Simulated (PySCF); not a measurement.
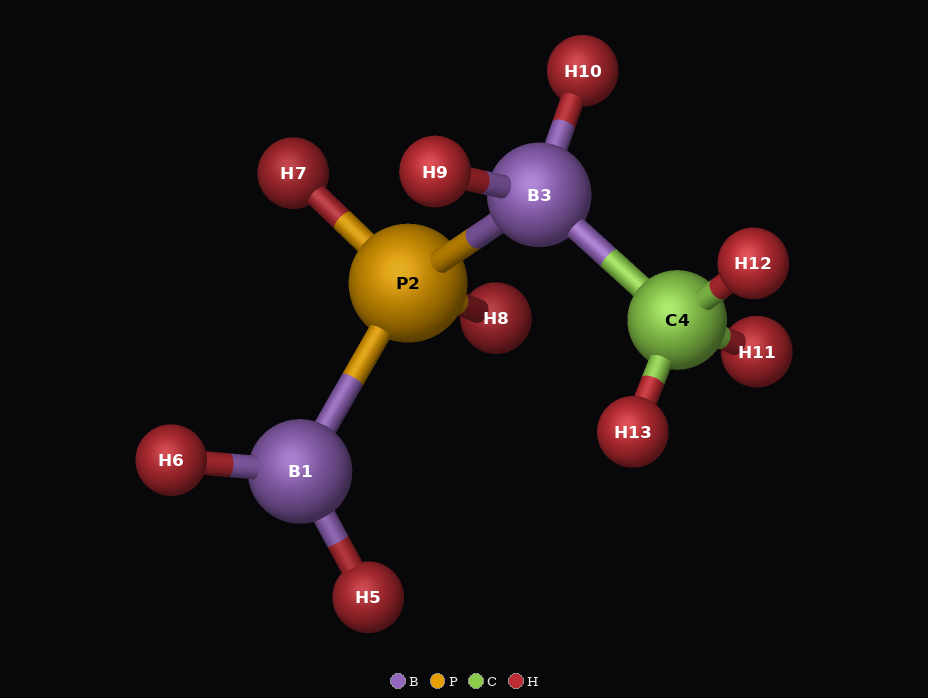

The geometry was computed by an optimisation with PBE0-D3(BJ)/def2-SVP. No frequency run is at hand to confirm it as a minimum. Method: delta-SCF UKS SCAN, pcX-2 on the ionised atom, pcseg-1 elsewhere, spin-free X2C (PySCF 2.14.0).

Give the core-electron binding energies (to vacuum; p and d levels without spin–orbit splitting) of B1 1s, P2 1s, P2 2p, B3 1s, C4 1s.

```tsv
atom	level	binding energy (eV)
B1	1s	196.3
P2	1s	2151.1
P2	2p	137.8
B3	1s	193.8
C4	1s	289.4
```
